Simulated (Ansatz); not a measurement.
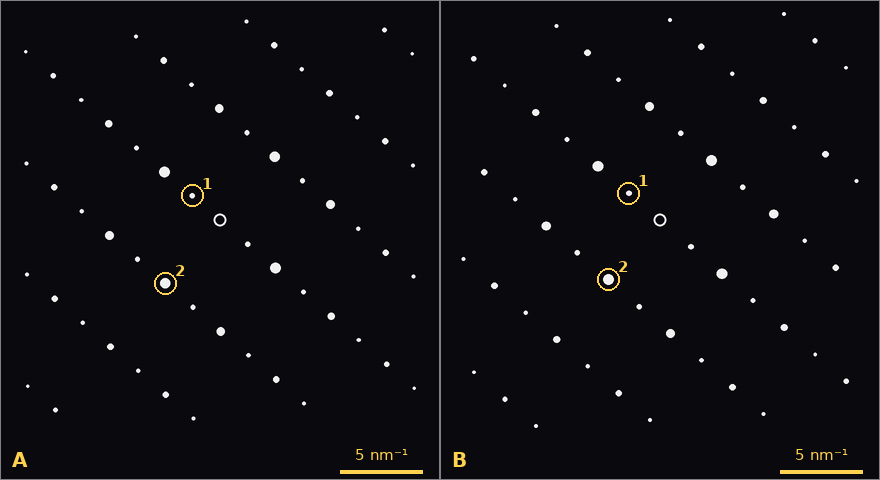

Kinematic electron diffraction patterns (300 kV, B = 0.5 Å², same scale) along [110] of the run's own cell, for the start and the end of one relaxation of VCd with DFT PBE, scalar-relativistic, plane waves, PAW (Ansatz). k mesh 14×14×10. The start is a generated model structure, and the relaxation ends in the nearest stationary point of its symmetry, not necessarily the ground state. Spot 1 is 0 0 -1 and spot 2 is -1 1 0 in both.

Start structure:

```
CELL_PARAMETERS angstrom
2.91872 0.00000 0.00000
0.00000 2.91872 0.00000
0.00000 0.00000 3.96947
ATOMIC_POSITIONS crystal
V 0.00000 0.00000 0.00000
Cd 0.50000 0.50000 0.50000
```

### Which pattern belongs to the start structure, and which to the relaxed one?

B is the start: its cell gives d(1) = 3.969 Å, d(2) = 2.064 Å and an angle of 90.0°. A is the relaxed structure, with d(1) = 4.440 Å (+11.9 %), d(2) = 1.946 Å (-5.7 %) and 90.0°.

### Summarise the relaxation behind the change.

The volume changed by -0.6 % to 16.81 Å³ an atom; the fractional coordinates hardly changed; the space group stayed P4/mmm (No. 123); the free energy fell by 53 meV an atom. Relaxed cell: a = 2.752 Å, b = 2.752 Å, c = 4.440 Å, α = 90.00°, β = 90.00°, γ = 90.00°.
